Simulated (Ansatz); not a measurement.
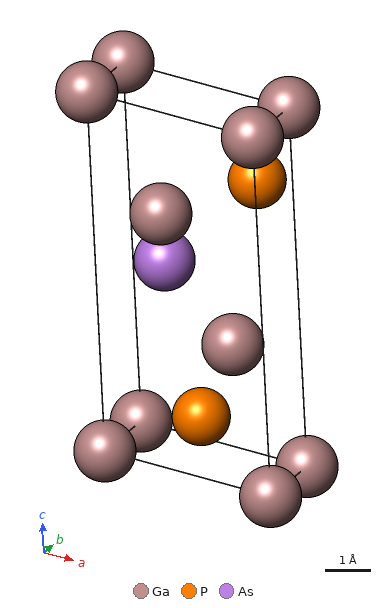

Shown here is a spheres-only view of the crystal, taken slightly off an axis. The lines enclose the cell (the run's own, in a reduced setting); boundary atoms appear with their images.

```xyz
6
Lattice="0.0000 -3.9471 0.0000 3.9471 0.0000 0.0000 -1.9735 1.9735 8.3829" Properties=species:S:1:pos:R:3 pbc="T T T"
Ga    0.0000    0.0000    0.0000
Ga    1.9735   -1.9735    2.7249
Ga    0.0000    0.0000    5.6580
P     0.0000   -1.9735    1.3631
P     0.0000   -1.9735    7.0199
As    1.9735    0.0000    4.1915
```

The calculation: DFT PBE, scalar-relativistic, plane waves, PAW (Ansatz 0.2.0), with wavefunction cutoff 420 eV, k-points about 0.23 Å⁻¹ apart, Gaussian smearing of 0.02 eV, no spin polarisation.

### List the Bader charges.

Ga +0.76 to +0.83 e; As -0.69 e; P -0.83 e. The transfer is large, as in an ionic solid.

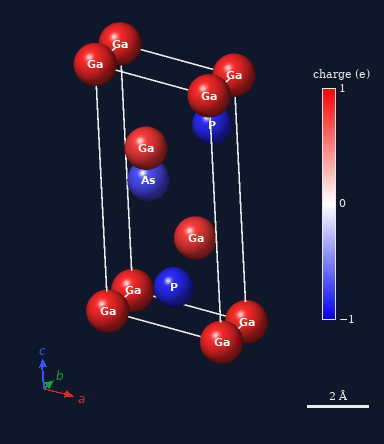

The atoms coloured by those charges.

Starting structure: a structure type filled with these elements by a generator (whether the compound takes this form wasn't checked). Earlier steps of the study, as a rule a relaxation of our own, may have changed the cell and positions, so they can lie some per cent off the listed ones. It was run through Ansatz as a DFT input.
